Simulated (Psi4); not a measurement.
# GeSiH5 (SMILES [SiH2][GeH3]): a chain of runs

Aim: a series of 8 runs (UMP2/def2-TZVP) of GeH5Si. 

The calculation is run with Psi4 1.11.

## Step 1: The structure to begin with

The species is GeSiH5 (7 atoms), meant as a doublet with charge 0. SMILES: `[SiH2][GeH3]`. The shape is that of a PBE0-D4/def2-TZVP optimisation.

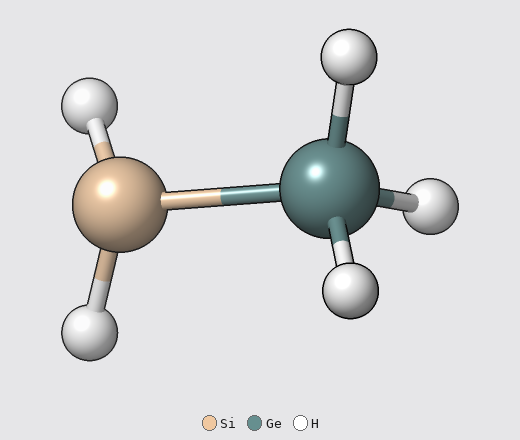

The structure, seen from a chosen angle (silicon light orange, germanium teal, hydrogen white).

## Step 2: A single-point energy at UMP2/def2-TZVP (density fitting, density fitting for correlation) (run 1)

Input file job.in:

```
memory 1600 mb

molecule {
  0 2
  Si    -0.17895706    -2.69021411    -0.30878125
  Ge     0.54556393     1.72853249    -0.18462624
  H      0.32730056    -3.97484993     2.14276045
  H     -2.75219713    -3.37259421    -1.21962924
  H      0.07010884     2.86690350    -2.81380220
  H     -1.19770842     3.06683653     1.72569790
  H      3.30116257     2.24707333     0.57202010
  units au
  symmetry c1
}

set basis def2-TZVP
set reference uhf
set num_frozen_docc 14

E, wfn = energy('mp2', return_wfn=True)
```

The run is started by

```
psi4 -i job.in -o job.out -n 1
```

job.out, shortened:

```text
[...]
  Running in c1 symmetry.
[...]
  Nuclear repulsion =  161.873842260582620
[...]
  Multiplicity = 2
[...]
  Nalpha       = 26
  Nbeta        = 25
[...]
    Number of basis functions: 115
[...]
   @DF-UHF iter   1: -2365.74746602342429   -2.83899e+00   2.43643e-02 DIIS/ADIIS
[...]
   @DF-UHF iter  14: -2367.17401917974075   -1.31877e-11   7.73337e-09 DIIS
[...]
   @S^2 Observed:                7.587148932E-01
[...]
    Orbital Energies [Eh]
    ---------------------
    Alpha Occupied:
       1A   -405.227516     2A    -68.784268     3A    -52.136861
       4A    -46.224461     5A    -46.224178     6A    -46.224178
       7A     -7.180612     8A     -6.135846     9A     -5.156403
      10A     -5.156126    11A     -5.155811    12A     -4.248833
      13A     -4.238697    14A     -4.238641    15A     -1.630625
      16A     -1.630244    17A     -1.629226    18A     -1.626891
      19A     -1.626709    20A     -0.764321    21A     -0.676903
      22A     -0.499645    23A     -0.480284    24A     -0.466614
      25A     -0.418335    26A     -0.326167
    Alpha Virtual:
[...]
  @DF-UHF Final Energy: -2367.17401917974075
   => Energetics <=
    Nuclear Repulsion Energy =            161.8738422605826202
    One-Electron Energy =               -3622.3303270322057870
    Two-Electron Energy =                1093.2824655918823282
    Total Energy =                      -2367.1740191797407533
  UHF NO Occupations:
  HONO-2 :   24  A 1.9995631
  HONO-1 :   25  A 1.9965715
[...]
 Multipole Moments:
 ------------------------------------------------------------------------------------
     Multipole            Electronic (a.u.)      Nuclear  (a.u.)        Total (a.u.)
 ------------------------------------------------------------------------------------
 L = 1.  Multiply by 2.5417464519 to convert [e a0] to [Debye]
 Dipole X            :          2.0313124           -2.0235143            0.0077981
 Dipole Y            :          6.9356274           -6.9605561           -0.0249287
 Dipole Z            :         -0.6198390            0.6092153           -0.0106237
 Magnitude           :                                                    0.0281978
[...]
```

It took 3.6 s on 1 thread of Intel Xeon 6975P-C (Granite Rapids), shared host; peak memory 0.27 GiB.

## Step 3: The distorted shape: a single-point energy at UMP2/def2-TZVP (density fitting, density fitting for correlation) (run 2)

Input file job.py:

```python
import psi4

psi4.set_memory('1600 MB')
psi4.set_num_threads(1)
psi4.set_output_file('run.log', False)

mol = psi4.geometry("""
0 2
Si    -0.298955    -1.477765    -0.235700
Ge     0.084445     0.860535    -0.170000
H     -0.031055    -2.157565     1.061600
H     -1.456400    -1.784700    -0.645400
H     -0.167155     1.462935    -1.561300
H     -0.838055     1.568735     0.840900
H      1.542645     1.134935     0.230400
symmetry c1
""")

psi4.set_options(dict(basis='def2-TZVP', reference='uhf', num_frozen_docc=14))

psi4.set_options({'reference': 'uhf', 'stability_analysis': 'follow', 'max_attempts': 5})
psi4.energy('scf')
psi4.set_options({'stability_analysis': 'none', 'guess': 'read', 'guess_mix': False})

e_tot = psi4.energy('mp2', molecule=mol)
print('E =', round(e_tot, 9))
```

The run is started by

```
python job.py
```

run.log, shortened:

```text
[...]
  Running in c1 symmetry.
[...]
  Nuclear repulsion =  163.055938956895147
[...]
  Multiplicity = 2
[...]
  Nalpha       = 26
  Nbeta        = 25
[...]
    Number of basis functions: 115
[...]
   @DF-UHF iter   1: -2365.73123745871590   -2.75263e+00   2.43483e-02 DIIS/ADIIS
[...]
   @DF-UHF iter   5: -2367.15223818329878   -6.82121e-12   3.83123e-09 DIIS
[...]
   @S^2 Observed:                7.587386394E-01
[...]
    Orbital Energies [Eh]
    ---------------------
    Alpha Occupied:
       1A   -405.224790     2A    -68.765858     3A    -52.134176
       4A    -46.221743     5A    -46.221508     6A    -46.221502
       7A     -7.177904     8A     -6.124007     9A     -5.153638
      10A     -5.153476    11A     -5.153131    12A     -4.236482
      13A     -4.227947    14A     -4.225888    15A     -1.627977
      16A     -1.627602    17A     -1.626425    18A     -1.624228
      19A     -1.624014    20A     -0.773008    21A     -0.692003
      22A     -0.515073    23A     -0.478524    24A     -0.468004
      25A     -0.418289    26A     -0.323793
    Alpha Virtual:
[...]
  @DF-UHF Final Energy: -2367.15223818329878
   => Energetics <=
    Nuclear Repulsion Energy =            163.0559389568951474
    One-Electron Energy =               -3624.7807708039526915
    Two-Electron Energy =                1094.5725936637586528
    Total Energy =                      -2367.1522381832987776
  UHF NO Occupations:
  HONO-2 :   24  A 1.9995393
  HONO-1 :   25  A 1.9965763
[...]
 Multipole Moments:
 ------------------------------------------------------------------------------------
     Multipole            Electronic (a.u.)      Nuclear  (a.u.)        Total (a.u.)
 ------------------------------------------------------------------------------------
 L = 1.  Multiply by 2.5417464519 to convert [e a0] to [Debye]
 Dipole X            :          1.7256339           -1.8230514           -0.0974175
 Dipole Y            :          6.8195650           -6.9073967           -0.0878317
 Dipole Z            :         -0.7372382            0.6801730           -0.0570651
 Magnitude           :                                                    0.1430420
[...]
```

On the terminal:

```text
E = -2367.509493232
```

Run time: 7.2 s. Hardware: 1 thread of Intel Xeon 6975P-C (Granite Rapids), shared host; peak memory 0.28 GiB.

Runs 3 to 7 aren't shown in full; the table further down has their settings and results.

## Step 4: The distorted shape: the energy at UMP2/def2-TZVP (density fitting, density fitting for correlation) (run 8)

Input file job.dat:

```
memory 1600 mb

molecule {
  0 2
  Si
  Ge 1 2.370434
  H 1 1.488921 2 113.39896
  H 1 4.4668 3 109.62619 2 -127.7742
  H 2 1.536849 1 109.5778 3 177.91437
  H 2 1.540932 5 108.40589 1 -122.51351
  H 2 1.536868 5 108.73572 6 -117.61177
  symmetry c1
}

set {
  basis def2-TZVP
  reference uhf
  num_frozen_docc 14
}

set reference uhf
set stability_analysis follow
set max_attempts 5
energy("scf")
set stability_analysis none
set guess read
set guess_mix false

e, wfn = energy("mp2", return_wfn=True)
print_variables()
```

The run is started by

```
psi4 job.dat job.out -n 1
```

job.out, shortened:

```text
[...]
  Running in c1 symmetry.
[...]
  Nuclear repulsion =  156.007958185158827
[...]
  Multiplicity = 2
[...]
  Nalpha       = 26
  Nbeta        = 25
[...]
    Number of basis functions: 115
[...]
   @DF-UHF iter   1: -2365.58228597503194   -2.95290e+00   2.44726e-02 ADIIS/DIIS
[...]
   @DF-UHF iter   5: -2367.06441125587253   -2.00089e-11   9.92924e-09 DIIS
[...]
   @S^2 Observed:                1.467621755E+00
[...]
    Orbital Energies [Eh]
    ---------------------
    Alpha Occupied:
       1A   -405.226893     2A    -68.790669     3A    -52.136380
       4A    -46.223959     5A    -46.223707     6A    -46.223618
       7A     -7.180193     8A     -6.139844     9A     -5.156150
      10A     -5.155458    11A     -5.155338    12A     -4.250976
      13A     -4.242839    14A     -4.234979    15A     -1.630117
      16A     -1.629564    17A     -1.628748    18A     -1.626570
      19A     -1.626061    20A     -0.749266    21A     -0.633641
      22A     -0.498954    23A     -0.481333    24A     -0.472075
      25A     -0.432519    26A     -0.324553
    Alpha Virtual:
[...]
  @DF-UHF Final Energy: -2367.06441125587253
   => Energetics <=
    Nuclear Repulsion Energy =            156.0079581851588273
    One-Electron Energy =               -3610.4960944126473805
    Two-Electron Energy =                1087.4237249716159113
    Total Energy =                      -2367.0644112558729830
  UHF NO Occupations:
  HONO-2 :   24  A 1.9939927
  HONO-1 :   25  A 1.5440812
[...]
 Multipole Moments:
 ------------------------------------------------------------------------------------
     Multipole            Electronic (a.u.)      Nuclear  (a.u.)        Total (a.u.)
 ------------------------------------------------------------------------------------
 L = 1.  Multiply by 2.5417464519 to convert [e a0] to [Debye]
 Dipole X            :         -3.2215429            3.2346582            0.0131153
 Dipole Y            :          1.1336684           -1.0315714            0.1020969
 Dipole Z            :          8.3738424           -8.3343083            0.0395341
 Magnitude           :                                                    0.1102667
[...]
```

It took 8.4 s on 1 thread of Intel Xeon 6975P-C (Granite Rapids), shared host; peak memory 0.28 GiB.

## Step 5: Overview of the runs

```tsv
run	start	partner	energy (Eh)	HOMO energy (eV)	LUMO energy (eV)	correlation energy (mEh)	wall time
1	–	base	-2367.531388	-8.88	0.93	-357.4	3.6 s
2	stable UHF solution	Si1–H4 1.27 Å	-2367.509493	-8.81	0.99	-357.3	7.2 s
3	stable UHF solution	Si1–H4 1.71 Å	-2367.518001	-8.96	0.84	-357.8	7.2 s
4	stable UHF solution	Si1–H4 1.94 Å	-2367.492397	-9.05	0.71	-358.7	5.4 s
5	stable UHF solution	Si1–H4 2.23 Å	-2367.447827	-8.78	0.58	-352.0	8.1 s
6	stable UHF solution	Si1–H4 2.68 Å	-2367.409720	-8.44	0.52	-338.2	9.6 s
7	stable UHF solution	Si1–H4 3.28 Å	-2367.403820	-8.87	0.53	-337.7	6.6 s
8	stable UHF solution	Si1–H4 4.47 Å	-2367.401478	-8.83	0.49	-337.1	8.4 s
```

## Step 6: Results

| quantity | value |
| --- | --- |
| distorted shape, run 8: total energy | -2367.40148 Eh |
| distorted shape, run 8: HOMO energy (Hartree–Fock orbitals) (highest over α and β) | -8.83 eV |
| distorted shape, run 8: LUMO energy (Hartree–Fock orbitals) (lowest over α and β) | 0.49 eV |
| distorted shape, run 8: correlation energy (14 core orbitals frozen) | -337.1 mEh |
| distorted shape, run 8: ⟨S²⟩ of the reference determinant | 1.468 |
| energy change with the Si1–H4 bond stretched from 1.489 to 4.467 Å | 3.535 eV |
| energy change with the Si1–H4 bond stretched from 1.489 to 3.276 Å | 3.471 eV |
| energy change with the Si1–H4 bond shortened from 1.489 to 1.266 Å | 0.596 eV |
| energy change with the Si1–H4 bond stretched from 1.489 to 1.936 Å | 1.061 eV |
| energy change with the Si1–H4 bond stretched from 1.489 to 2.680 Å | 3.311 eV |
| energy change with the Si1–H4 bond stretched from 1.489 to 1.712 Å | 0.364 eV |
| energy change with the Si1–H4 bond stretched from 1.489 to 2.233 Å | 2.274 eV |

In words: With the Si1–H4 bond stretched from 1.489 to 4.467 Å the energy rises by 3.54 eV (341 kJ/mol). The first shape isn't relaxed at this level, so the change isn't measured from a minimum. With the Si1–H4 bond stretched from 1.489 to 3.276 Å the energy rises by 3.47 eV (335 kJ/mol). With the Si1–H4 bond shortened from 1.489 to 1.266 Å the energy rises by 0.60 eV (13.7 kcal/mol). With the Si1–H4 bond stretched from 1.489 to 1.936 Å the energy rises by 1.06 eV (102 kJ/mol). With the Si1–H4 bond stretched from 1.489 to 2.680 Å the energy rises by 3.31 eV (76 kcal/mol). With the Si1–H4 bond stretched from 1.489 to 1.712 Å the energy rises by 0.36 eV (35.1 kJ/mol). The lowest energy is that of run 1; the highest lies 3.535 eV above it. Spin contamination of the reference: run 6 ⟨S²⟩ = 1.53, run 8 ⟨S²⟩ = 1.47, run 7 ⟨S²⟩ = 1.44, run 5 ⟨S²⟩ = 1.01. Where it is this large, the reference is a mixture of spin states, and values that rest on it are in doubt. All runs together took 56 s, the longest 9.6 s.
